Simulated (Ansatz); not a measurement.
Appearance energy of a fragment ion: SiH3(SbH2) → [SiH3]+ + SbH2 + e⁻

Species: SiH3(SbH2), singlet; [SiH3]+ `[SiH3+]`, singlet; SbH2 `[SbH2]`, doublet. 

Shapes, held fixed at every level: PBE0-D4/def2-TZVP. Programs: Ansatz 0.2.0. Electronic energies: no zero-point or thermal term.

```
                level                    kind  ΔE (eV)  less CCSD(T)/def2-TZVPP  CPU time (sum over the molecules)
        HF/def2-TZVPP            Hartree–Fock    +9.19                    -1.40                                  –
    PBE-D4/def2-TZVPP                     GGA   +10.86                    +0.27                              6.4 s
  B3LYP-D4/def2-TZVPP           global hybrid   +10.72                    +0.13                              8.6 s
r2SCAN0-D4/def2-TZVPP           global hybrid   +10.77                    +0.18                               10 s
   wB97M-V/def2-TZVPP  range-separated hybrid   +10.58                    -0.01                               21 s
        CCSD/def2-SVP   coupled cluster or CI   +10.19                    -0.40                                  –
   CCSD(T)/def2-TZVPP   coupled cluster or CI   +10.59                     0.00                               64 s
```

The highest level, CCSD(T)/def2-TZVPP, gives ΔE = +10.59 eV; the levels span +9.19 to +10.86. The column of differences is taken from that level and isn't an error. No measured value is set beside it here. Open shells run unrestricted unless RO is named. For atoms past krypton def2 sets carry core potentials with scalar relativity. Correlated rows may include outer-core shells of Sb, which these sets cover unevenly. The onset seen in experiment also holds zero-point changes and kinetic shifts. Times are processor times on shared x86 and Arm servers, and rough.

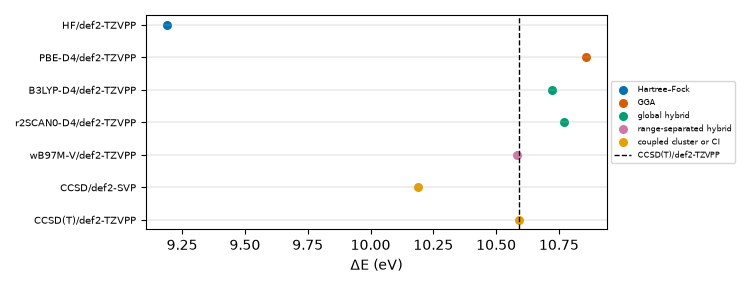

The values of the table, level by level.
